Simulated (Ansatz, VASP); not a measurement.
# CdCuCl3: VASP beside Ansatz

Wanted: the spread between two codes on one cell, functional and k mesh. The cell is invented: As first built, before any earlier steps moved the atoms (in the runner's words): it takes the CsCdCl3 structure with some of its atoms replaced by other elements, volume scaled by an estimate. It may not be a known or stable phase. The cell is taken from a series of VASP runs on this material, whose earlier steps may have relaxed, scaled or displaced it; both programs get it as it stands. Valence electrons are named where the data sets of a main pair hold unlike numbers.

Program: Ansatz 0.2.0. Level of theory: plane waves, with VASP 6.6.1 beside it; relaxation of cell and atoms at r2SCAN and band structure at HSE06. Results are calculated unless marked as measured.

## 1. Set-up

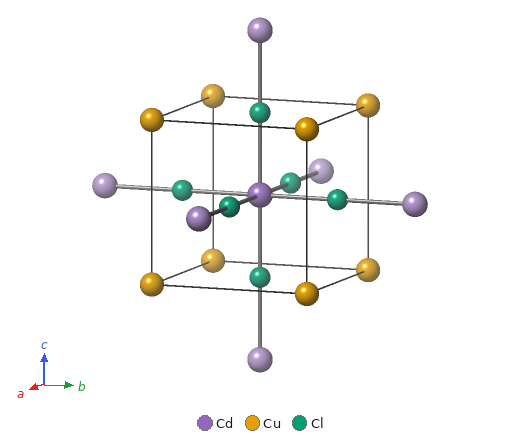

Start, viewed slightly off an axis; cadmium purple, copper orange, chlorine teal. Some periodic images of atoms are drawn too.

Structure file:

```cif
data_structure
_symmetry_space_group_name_H-M 'Pm-3m'
_symmetry_Int_Tables_number 221
_cell_length_a 5.1057
_cell_length_b 5.1057
_cell_length_c 5.1057
_cell_angle_alpha 90.000
_cell_angle_beta 90.000
_cell_angle_gamma 90.000
_cell_volume 133.10
loop_
_atom_site_label
_atom_site_type_symbol
_atom_site_symmetry_multiplicity
_atom_site_Wyckoff_symbol
_atom_site_fract_x
_atom_site_fract_y
_atom_site_fract_z
_atom_site_occupancy
Cd1 Cd 1 b 0.50000 0.50000 0.50000 1
Cu1 Cu 1 a 0.00000 0.00000 0.00000 1
Cl1 Cl 3 c 0.00000 0.50000 0.50000 1
```

## 2. VASP: relaxation of cell and atoms, r2SCAN

The relaxed volume is the usual yardstick between codes: in a stiff, nearly cubic crystal its relative difference is about their pressure difference at one cell divided by the bulk modulus.

Lines of VASP's logs that name or quote its potential files are left out, and so is its time.

File INCAR:

```
SYSTEM = CdCuCl3
PREC = Accurate
ENCUT = 400
EDIFF = 1E-06
NELM = 100
ISMEAR = 0
SIGMA = 0.05
LREAL = .FALSE.
ALGO = Normal
METAGGA = R2SCAN
LASPH = .TRUE.
NBANDS = 28
LORBIT = 11
LWAVE = .FALSE.
LCHARG = .FALSE.
KPAR = 2
IBRION = 2
NSW = 60
ISIF = 3
EDIFFG = -0.01
```

File POSCAR:

```
CdCuCl3
1.0
    5.1056978519      0.0000000000      0.0000000000
    0.0000000000      5.1056978519      0.0000000000
    0.0000000000      0.0000000000      5.1056978519
Cd Cu Cl
1 1 3
Direct
    0.5000000000      0.5000000000      0.5000000000
    0.0000000000      0.0000000000      0.0000000000
    0.0000000000      0.5000000000      0.5000000000
    0.5000000000      0.0000000000      0.5000000000
    0.5000000000      0.5000000000      0.0000000000
```

File KPOINTS:

```
Automatic mesh
0
Gamma
5 5 5
0 0 0
```

Potentials, in the order of the species: Cd, Cu and Cl (PBE family, release 64).

Started as:

```console
> mpirun -np 2 vasp_std
```

Numbers of over 12 decimals in the logs are rounded to 6 here.

Log:

```text
[banner, memory and clock lines left out]
running    2 mpi-ranks, on    1 nodes
 distrk:  each k-point on    1 cores,    2 groups
 distr:  one band on    1 cores,    1 groups

 POSCAR found type information on POSCAR CdCuCl
 POSCAR found :  3 types and       5 ions
|                                                                             |
|               ----> ADVICE to this user running VASP <----                  |
|                                                                             |
|     You enforced a specific xc type in the INCAR file but a different       |
|     [... a line on the potential file left out ...]
|     I HOPE YOU KNOW WHAT YOU ARE DOING!                                     |
|                                                                             |

 LDA part: xc-table for (None), standard interpolation
 POSCAR, INCAR and KPOINTS ok, starting setup
 FFT: planning ... GRIDC
 FFT: planning ... GRID_SOFT
 FFT: planning ... GRID
 WAVECAR not read
 entering main loop
       N       E                     dE             d eps       ncg     rms          rms(c)
DAV:   1     0.322375333185E+03    0.32238E+03   -0.17571E+04   560   0.129E+03
DAV:   2    -0.151577088041E+02   -0.33753E+03   -0.32307E+03   588   0.341E+02
DAV:   3    -0.610021924069E+02   -0.45844E+02   -0.44727E+02   756   0.129E+02
DAV:   4    -0.628233674694E+02   -0.18212E+01   -0.18148E+01   688   0.245E+01
DAV:   5    -0.628846274324E+02   -0.61260E-01   -0.61246E-01   820   0.484E+00    0.100E+01
DAV:   6    -0.516235260248E+02    0.11261E+02   -0.10303E+01   612   0.395E+01    0.112E+01
DAV:   7    -0.512836779230E+02    0.33985E+00   -0.15639E+00   696   0.142E+01    0.755E+00
DAV:   8    -0.512899561658E+02   -0.62782E-02   -0.31271E-01   648   0.560E+00    0.175E+00
DAV:   9    -0.512970456355E+02   -0.70895E-02   -0.24947E-02   728   0.144E+00    0.311E-01
DAV:  10    -0.512980866822E+02   -0.10410E-02   -0.76127E-03   752   0.713E-01    0.132E-01
DAV:  11    -0.512983381454E+02   -0.25146E-03   -0.37054E-04   840   0.240E-01    0.750E-02
DAV:  12    -0.512984581008E+02   -0.11996E-03   -0.34071E-04   616   0.191E-01    0.244E-02
DAV:  13    -0.512984538573E+02    0.42434E-05   -0.32507E-05   712   0.675E-02    0.591E-03
DAV:  14    -0.512984547243E+02   -0.86695E-06   -0.27570E-06   496   0.142E-02
   1 F= -.51298455E+02 E0= -.51298455E+02  d E =-.512985E+02
 curvature:   0.00 expect dE= 0.000E+00 dE for cont linesearch  0.000E+00
 trial: gam= 0.00000 g(F)=  0.000E+00 g(S)=  0.183E-02 ort = 0.000E+00 (trialstep = 0.100E+01)
 search vector abs. value=  0.183E-02
 bond charge predicted
       N       E                     dE             d eps       ncg     rms          rms(c)
DAV:   1    -0.513216276027E+02   -0.23174E-01   -0.52491E-01   708   0.825E+00    0.112E+00
DAV:   2    -0.513019756692E+02    0.19652E-01   -0.11167E-01   696   0.423E+00    0.315E-01
DAV:   3    -0.512998754745E+02    0.21002E-02   -0.82578E-03   704   0.135E+00    0.279E-01
DAV:   4    -0.512995504165E+02    0.32506E-03   -0.76578E-04   712   0.258E-01    0.181E-01
DAV:   5    -0.512994288538E+02    0.12156E-03   -0.69691E-05   628   0.726E-02    0.269E-02
DAV:   6    -0.512994206732E+02    0.81805E-05   -0.87700E-06   672   0.246E-02    0.954E-03
DAV:   7    -0.512994211621E+02   -0.48886E-06   -0.46913E-07   364   0.571E-03
   2 F= -.51299421E+02 E0= -.51299421E+02  d E =-.966438E-03
 trial-energy change:   -0.000966  1 .order   -0.000925   -0.001826   -0.000024
 step:   1.0119(harm=  1.0136)  dis= 0.00000  next Energy=   -51.299421 (dE=-0.967E-03)
 reached required accuracy - stopping structural energy minimisation
```

From OUTCAR (step 2):

```text
ion  position               nearest neighbor table
   1  0.500  0.500  0.500-   3 2.55   4 2.55   5 2.55   5 2.55   4 2.55   3 2.55
   2  0.000  0.000  0.000-
   3  0.000  0.500  0.500-   1 2.55   1 2.55
   4  0.500  0.000  0.500-   1 2.55   1 2.55
   5  0.500  0.500  0.000-   1 2.55   1 2.55

  LATTYP: Found a simple cubic cell.
 ALAT       =     5.1056978519

 Subroutine GETGRP returns: Found 48 space group operations
 (whereof 48 operations were pure point group operations)

The static configuration has the point symmetry O_h .

 Found     10 irreducible k-points:

   k-points           NKPTS =     10   k-points in BZ     NKDIM =     10   number of bands    NBANDS=     28

   dimension x,y,z NGX =    36 NGY =   36 NGZ =   36
   dimension x,y,z NGXF=    72 NGYF=   72 NGZF=   72

   ENCUT  =  400.0 eV  29.40 Ry    5.42 a.u.   8.33  8.33  8.33*2*pi/ulx,y,z

   NELECT =      44.0000    total number of electrons

 k-points in reciprocal lattice and weights: Automatic mesh
   0.00000000  0.00000000  0.00000000       0.008
   0.20000000  0.00000000  0.00000000       0.048
   0.40000000  0.00000000  0.00000000       0.048
   0.20000000  0.20000000  0.00000000       0.096
   0.40000000  0.20000000  0.00000000       0.192
   0.40000000  0.40000000  0.00000000       0.096
   0.20000000  0.20000000  0.20000000       0.064
   0.40000000  0.20000000  0.20000000       0.192
   0.40000000  0.40000000  0.20000000       0.192
   0.40000000  0.40000000  0.40000000       0.064

 average (electrostatic) potential at core
       1 -45.4149       2 -74.2086       3 -97.2538       4 -97.2538       5 -97.2538

 E-fermi :   0.2134

 k-point     1 :       0.0000    0.0000    0.0000
  band No.  band energies     occupation
    ...
     18      -0.2149      2.00000
     19      -0.2149      2.00000
     20      -0.1955      2.00000
     21      -0.1955      2.00000
     22      -0.1955      2.00000
     23       1.0494      0.00000
     24       2.3413      0.00000
     25       8.2180      0.00000
     26       8.2180      0.00000
     27       8.2996      0.00000
    ...

 k-point     2 :       0.2000    0.0000    0.0000
  band No.  band energies     occupation
    ...
     18      -0.2036      2.00000
     19      -0.1948      2.00000
     20      -0.1696      2.00000
     21      -0.1557      2.00000
     22      -0.1557      2.00000
     23       1.4621      0.00000
     24       3.0951      0.00000
     25       6.7868      0.00000
     26       7.7297      0.00000
     27       7.7297      0.00000
    ...

 k-point     3 :       0.4000    0.0000    0.0000
  band No.  band energies     occupation
    ...
     18      -0.1938      2.00000
     19      -0.1862      2.00000
     20      -0.1098      2.00000
     21      -0.0937      2.00000
     22      -0.0937      2.00000
     23       2.1761      0.00000
     24       4.6794      0.00000
     25       5.5296      0.00000
     26       7.2761      0.00000
     27       7.2761      0.00000
    ...

  Total       -0.0033580     -0.0033580     -0.0033580     -0.0000000      0.0000000     -0.0000000
  in kB       -0.0407182     -0.0407182     -0.0407182     -0.0000000      0.0000000     -0.0000000
  external PRESSURE =      -0.0407182 kB  Pullay stress =       0.0000000 kB

  energy-cutoff  :      400.00
  volume of cell :      132.13
      direct lattice vectors                 reciprocal lattice vectors
     5.093326194 -0.000000000  0.000000000     0.196335354 -0.000000000  0.000000000
     0.000000000  5.093326194  0.000000000     0.000000000  0.196335354  0.000000000
    -0.000000000 -0.000000000  5.093326194    -0.000000000 -0.000000000  0.196335354

 POSITION                                       TOTAL-FORCE (eV/Angst)
 -----------------------------------------------------------------------------------
      2.54666      2.54666      2.54666        -0.000000     -0.000000      0.000000
      0.00000      0.00000      0.00000         0.000000      0.000000      0.000000
     -0.00000      2.54666      2.54666         0.000000      0.000000      0.000000
      2.54666     -0.00000      2.54666         0.000000      0.000000      0.000000
      2.54666      2.54666      0.00000         0.000000      0.000000      0.000000
 -----------------------------------------------------------------------------------
    total drift:                                0.000000      0.000000      0.000000

  FREE ENERGIE OF THE ION-ELECTRON SYSTEM (eV)
  ---------------------------------------------------
  free  energy   TOTEN  =       -51.2994211621 eV

  energy  without entropy=      -51.2994211621  energy(sigma->0) =      -51.29942116

 reached required accuracy - stopping structural energy minimisation

 total charge
# of ion       s       p       d       tot
------------------------------------------
    1        0.312   0.263   9.651  10.226
    2        0.057   0.018   9.528   9.604
    3        1.606   3.561   0.000   5.167
    4        1.606   3.561   0.000   5.167
    5        1.606   3.561   0.000   5.167
--------------------------------------------------
tot          5.188  10.963  19.179  35.330

[... 3 further parts left out ...]
```

CONTCAR:

```
CdCuCl3
   1.00000000000000
     5.0933261940429997   -0.0000000000000000    0.0000000000000000
     0.0000000000000000    5.0933261940429997    0.0000000000000000
    -0.0000000000000000   -0.0000000000000000    5.0933261940429997
  Cd              Cu              Cl
     1     1     3
Direct
     0.5000000000000000    0.5000000000000000    0.5000000000000000
     0.0000000000000000    0.0000000000000000    0.0000000000000000
     0.0000000000000000    0.5000000000000000    0.5000000000000000
     0.5000000000000000    0.0000000000000000    0.5000000000000000
     0.5000000000000000    0.5000000000000000    0.0000000000000000
```

This run has no spin polarisation, so a moment on Cu, if there is one, isn't seen. The gap is read on the k-mesh alone, so it is an upper bound where the band edges lie off the mesh. The PAW data sets were made with PBE, which is usual practice but a small mismatch for other functionals. The run keeps the 48 symmetry operations of its start, so it cannot find a distortion of lower symmetry.

## 3. Ansatz: relaxation of cell and atoms, r2SCAN

Ansatz runs on its default PAW (the set named soft_2) files.

The same cell, functional, mesh and smearing now go to Ansatz, which takes its cutoff from its data sets.

File input.yaml:

```yaml
crystal:
  lattice:
    - [5.1056978519, 0.0, 0.0]
    - [0.0, 5.1056978519, 0.0]
    - [0.0, 0.0, 5.1056978519]
  atoms:
    - { symbol: Cd, position: [0.5, 0.5, 0.5] }
    - { symbol: Cu, position: [0.0, 0.0, 0.0] }
    - { symbol: Cl, position: [0.0, 0.5, 0.5] }
    - { symbol: Cl, position: [0.5, 0.0, 0.5] }
    - { symbol: Cl, position: [0.5, 0.5, 0.0] }
hamiltonian:
  xc: r2scan
  pseudopotentials: { kind: paw }
kpoints:
  mp_grid: { grid: [5, 5, 5] }
scf:
  occupations: { method: gaussian, width: 0.05 }
relax:
  f_tol: 0.01
  max_steps: 60
  cell: { stress_tol: 0.05 }
output:
  forces: true
  stress: true
```

Started as:

```console
> ansatz run input.yaml --threads 4 --pin off --max-ram 9216MiB --backend cpu --events-out ev --progress --plain --runs-dir out
```

Log:

```text
Engine: ansatz 0.2.0, aarch64-unknown-linux-gnu
Pseudopotentials: kind: paw
Pseudopotential: Cd, paw, valence charge 20, recommended cutoff 500 eV (meta_gga), Cd.paw.azcp
Pseudopotential: Cu, paw, valence charge 19, recommended cutoff 500 eV (meta_gga), Cu.paw.azcp
Pseudopotential: Cl, paw, valence charge 7, recommended cutoff 500 eV (meta_gga), Cl.paw.azcp
Functional definition: r2SCAN
  parameter k0 = 0.174
  parameter k1 = 0.065
  parameter a1 = 4.9479
  exchange = r2scan_x(k0 = k0, k1 = k1, a1 = a1)
  correlation = r2scan_c
Crystal: 5 atoms, lattice volume = 133.096 Å³
Basis set: ecut = 500 eV, 3407 PW (Γ), exchange–correlation on 160×160×160 points (64 copies of the dense FFT grid, shifted against one another)
Bands: 36, of which v1, the nominal top of the filled ones, is band 30 counted from 1 (29 counted from 0)
Symmetry: 48 space group operations
Space group: Pm-3m (ITA 221), of the structure as read, at distance tolerance 5.1e-5 Å
k-points: 10 of 125
Non-local potential: Cd, projectors of the file, l = 0: 3, l = 1: 2, l = 2: 2, l = 3: 1
Non-local potential: Cu, projectors of the file, l = 0: 3, l = 1: 2, l = 2: 3, l = 3: 1
Non-local potential: Cl, projectors of the file, l = 0: 2, l = 1: 2, l = 2: 2
PAW form: soft (Blöchl's): semilocal exchange-correlation on the pseudo side does not see the compensation charge
PAW frozen core: Cd, regenerated for the run's functional (the file was generated under x = pbe(κ = 0.804, μ = 0.219515), c = pbe(β = 0.066725))
PAW frozen core: Cu, regenerated for the run's functional (the file was generated under x = pbe(κ = 0.804, μ = 0.219515), c = pbe(β = 0.066725))
PAW frozen core: Cl, regenerated for the run's functional (the file was generated under x = pbe(κ = 0.804, μ = 0.219515), c = pbe(β = 0.066725))
PAW one-centre angular grid: Cd, 590 points (default); XC on 160 Gauss nodes
PAW one-centre angular grid: Cu, 590 points (default); XC on 160 Gauss nodes
PAW one-centre angular grid: Cl, 302 points (default); XC on 160 Gauss nodes
Initial density: superposition of atomic densities (neutral atoms: chi_scale 0, normalization atom), corrected by the library's trained network
Initial wavefunctions: pseudopotential atomic-orbital guess
Functional: x = r2scan, c = r2scan; τ floored in thin density (d = 2e-4 eV/Å³)
SCF iter   1: F=—  HF=-18152.356654 eV  |F-HF|=—  |Δ(HF+E_count)|=         —  Δρ=1.46e-2  dr2=1.56e-1  dr2_τ=2.22e-2  ethr=1.77e-3  ⟨swp⟩=6.6  Hψ=1506  notcnv=0
preconditioner: auto → Resta (q_TF=auto, 2.389 Å⁻¹)  ε∞=5.0  [insulator: Δε(μ)=1.561 eV  Ē_g=10.676 eV  σ=0.050 eV  W_gap=1.00  n_scr=26 (ndim 8)  ℏωp=21.4 eV  f_vac=0.090  D(μ)=0.00/eV (n_scr^D=0)  ε∞_Penn≈5.0]
SCF iter   2: F=—  HF=-18152.358737 eV  |F-HF|=—  |Δ(HF+E_count)|=   2.08e-3  Δρ=4.42e-3  dr2=1.24e-2  dr2_τ=2.52e-3  ethr=2.60e-4  ⟨swp⟩=3.0  Hψ=820  notcnv=0  defer=10
SCF iter   3: F=—  HF=-18152.350397 eV  |F-HF|=—  |Δ(HF+E_count)|=   8.34e-3  Δρ=3.80e-3  dr2=1.17e-2  dr2_τ=3.55e-4  ethr=2.06e-5  ⟨swp⟩=2.0  Hψ=700  notcnv=0
automatic band count: iteration 3 solves 35 bands in place of 36: the levels show a gap, and the empty bands left out lie too high to hold charge; the band table lists the bands solved (type scf.n_extra_bands for more)
SCF iter   4: F=—  HF=-18152.349160 eV  |F-HF|=—  |Δ(HF+E_count)|=   1.24e-3  Δρ=1.27e-3  dr2=1.55e-3  dr2_τ=7.88e-5  ethr=1.96e-5  ⟨swp⟩=2.0  Hψ=480  notcnv=0
SCF iter   5: F=—  HF=-18152.349137 eV  |F-HF|=—  |Δ(HF+E_count)|=   2.29e-5  Δρ=3.02e-4  dr2=1.24e-4  dr2_τ=7.49e-6  ethr=2.58e-6  ⟨swp⟩=2.0  Hψ=390  notcnv=0
SCF iter   6: F=—  HF=-18152.349138 eV  |F-HF|=—  |Δ(HF+E_count)|=   8.79e-7  Δρ=8.54e-5  dr2=8.58e-6  dr2_τ=2.16e-7  ethr=2.06e-7  ⟨swp⟩=3.0  Hψ=576  notcnv=0
SCF iter   7: F=—  HF=-18152.349145 eV  |F-HF|=—  |Δ(HF+E_count)|=   7.48e-6  Δρ=1.74e-5  dr2=4.96e-7  dr2_τ=2.58e-8  ethr=1.43e-8  ⟨swp⟩=2.0  Hψ=412  notcnv=0
SCF iter   8: F=-18152.349146 eV  HF=-18152.349146 eV  |F-HF|=1.14e-9  |Δ(HF+E_count)|=   8.24e-8  Δρ=5.94e-6  dr2=4.16e-8  dr2_τ=3.40e-9  ethr=1.67e-10  ⟨swp⟩=4.6  Hψ=1212  notcnv=0
SCF 1 converged in 8 iterations: F = -18152.349146 eV  dr2 = 4.16e-8
  greatest PAW one-centre occupation: 1.002 electrons in one spin orbital (limit 2), on the Cd atom at site 0 (counted from 0), in its partial waves of l = 1
relax step   1: F+E_penalty+E_count = -18152.34914551 eV  Δ(F+E_penalty+E_count) = +0.000e0 eV  max|allowed force component| = 2.346e-28 eV/Å  Δτ_max = 0.0000 Å  P = -0.166 GPa  Ω = 133.096 Å³  (8 SCF iters, dr2 threshold 1.00e-7 eV, accepted)
[...]
relax step   2: F+E_penalty+E_count = -18152.34954552 eV  Δ(F+E_penalty+E_count) = -4.000e-4 eV  max|allowed force component| = 3.514e-28 eV/Å  Δτ_max = 0.0000 Å  P = -0.032 GPa  Ω = 132.641 Å³  energy of the carried Pulay correction = +1.183e-4 eV  (6 SCF iters, dr2 threshold 6.88e-8 eV, accepted)
[...]
relax step   3: F+E_penalty+E_count = -18152.34939854 eV  Δ(F+E_penalty+E_count) = +1.470e-4 eV  max|allowed force component| = 1.249e-28 eV/Å  Δτ_max = 0.0000 Å  P = -0.033 GPa  Ω = 132.641 Å³  stress off target by 3.31e-2 GPa  SCF on the basis re-selected at this cell (its energy is not comparable with the rows above)  (6 SCF iters)
basis re-selected at this cell: Δ(F+E_penalty+E_count) = +1.470e-4 eV, ΔP = -0.001 GPa vs the last step (what re-selecting the basis moved, of the pressure what is left beyond the Pulay correction that the steps carried, after the strain that the cell walked since its last selection, with what the two solves' SCF thresholds leave and, on support functions, any second-order correction that the steps lacked; it is no m [...]
SCF converged after 6 iterations
Free energy (F): -18152.349399 eV
Harris-Foulkes:  -18152.349399 eV  (|F-HF|=1.09e-11)
Internal energy: -18152.349399 eV  (E = F + TS)
E sigma→0 (E₀):  -18152.349399 eV
Fermi energy:    3.852227 eV
--- Per-component energies (eV) ---
  E_band       = -1231.323261
  E_kinetic    = 1287.580657
  E_local      = -10960.616444  (includes V_loc(G=0)·N_el)
  E_nonlocal   = 552.647891
  E_hartree    = 4852.833963
  E_xc         = -556.613543
  E_vxc        = -761.949649  (∫ρ·V_xc dr)
  E_paw        = -7817.585632  (= ΣΔE_a)
  E_vpaw       = -1100.583168  (= ΣTr[D̂ρ^β])
  E_aug_tail   = 0.000260  (compensation charges beyond the density's cutoff)
  E_vtau       = 45.929215  (kinetic-family band-sum trace: ∫τ·v_τ [+ j·A + Jᵃ·Aᵃ] dr)
  E_ewald      = -5509.321451
  E_core_change = -1.275099  (= ΣΔE_core)
  E_smearing   = -0.000000  (= −TS)
  E_closure    = -0.000000  (closes the sum)
  Σ components = -18152.349399   (vs F -18152.349399, Δ=0.00e0)
--- Forces (eV/Å), atoms counted from 1 ---
  atom   1  Cd    -0.00000000    -0.00000000     0.00000000
  atom   2  Cu     0.00000000    -0.00000000    -0.00000000
  atom   3  Cl     0.00000000     0.00000000     0.00000000
  atom   4  Cl     0.00000000    -0.00000000    -0.00000000
  atom   5  Cl    -0.00000000     0.00000000     0.00000000
  max |Σ_I F_I| component: 1.33e-28 eV/Å
--- Stress (GPa, compression-positive) ---
       -0.033071      -0.000000      -0.000000
       -0.000000      -0.033071       0.000000
       -0.000000       0.000000      -0.033071
  P = ⅓ Tr σ = -0.0331 GPa (-0.331 kbar)
--- Relaxed structure (2 steps of the walk, 2 accepted, 1 SCFs on fresh bases) ---
  F+E_penalty+E_count = -18152.34939854 eV   max|allowed force component| = 1.249e-28 eV/Å   (the final SCF, on the basis selected at the relaxed cell)
  cell:  # Å, volume = 132.6410 Å³
    - [5.099872, 0, 0]
    - [0, 5.099872, 0]
    - [0, 0, 5.099872]
  atoms:
    - { symbol: Cd, position: [0.500000, 0.500000, 0.500000] }
    - { symbol: Cu, position: [0, 0, 0] }
    - { symbol: Cl, position: [0, 0.500000, 0.500000] }
    - { symbol: Cl, position: [0.500000, 0, 0.500000] }
    - { symbol: Cl, position: [0.500000, 0.500000, 0] }
```

Wall time 7.3 s (4 threads of Arm Neoverse V2, shared host); peak memory 0.72 GiB; 24 s of CPU time.

(Continued in part 2 of 2.)

[Lines on the potential files, build, host, timing and source positions are cut from VASP's logs without a mark.]

[Logs are printed without paths, hosts, clocks, repeated set-up lines and the standing remarks that a program may print on its own settings, such as how far it seeks lower states.]

[Hosts, paths, dates, database ids (printed as entryN), source tags and the programs' standing remarks are cut or masked in the printed files.]
